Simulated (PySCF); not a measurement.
C$_{3}$H$_{6}$O$_{2}$, SMILES `CC.O=C=O`.

PySCF calculation, PBE/aug-cc-pVDZ, gas phase; geometry: GFN2-xTB.

Geometry (Å), atoms numbered from 1:

```
C1      -2.0719    0.2539   -0.6700
C2      -1.7966   -0.2639    0.7340
H3      -1.1424    0.4113   -1.2136
H4      -2.6759   -0.4580   -1.2280
H5      -2.6070    1.2000   -0.6309
H6      -2.7292   -0.4206    1.2713
H7      -1.1962    0.4491    1.2957
H8      -1.2617   -1.2106    0.6959
O9       1.6062    1.1291    0.1778
C10      1.5808    0.0039   -0.0255
O11      1.5611   -1.1210   -0.2305
```

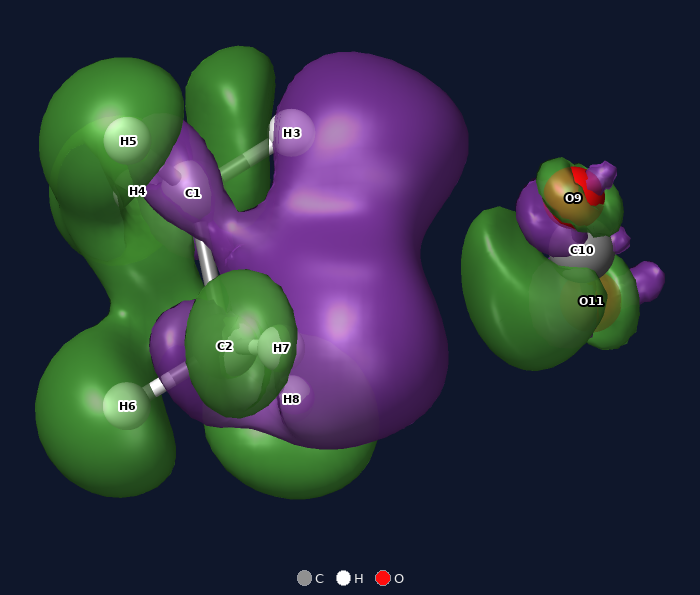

Density of the complex less the densities of the two fragments at the same geometry, ±0.0004 e/Å³ (purple: gain, green: loss). Fragment A: H6C2 (atoms 1–8); fragment B: CO2.

How is the density rearranged on binding?

Hirshfeld charges show almost no net transfer (under 0.005 e). 0.02 e is displaced in all, which induces a dipole of 0.12 D.

What is the interaction energy, and which contacts carry it?

The counterpoise-corrected interaction energy of the frozen fragments is −0.2 kcal/mol without dispersion correction and −1.3 kcal/mol with D3(BJ). The pair geometry is semi-empirical, not a minimum at this level. Contacts: H8···O11, 2.97 Å, ρ = 0.004 a.u.; H7···O9, 3.09 Å, ρ = 0.003 a.u.; H3···C10, C–H···C contact, 3.00 Å, ρ = 0.003 a.u. The pose is a local one from a semi-empirical search, not shown to be the most stable.
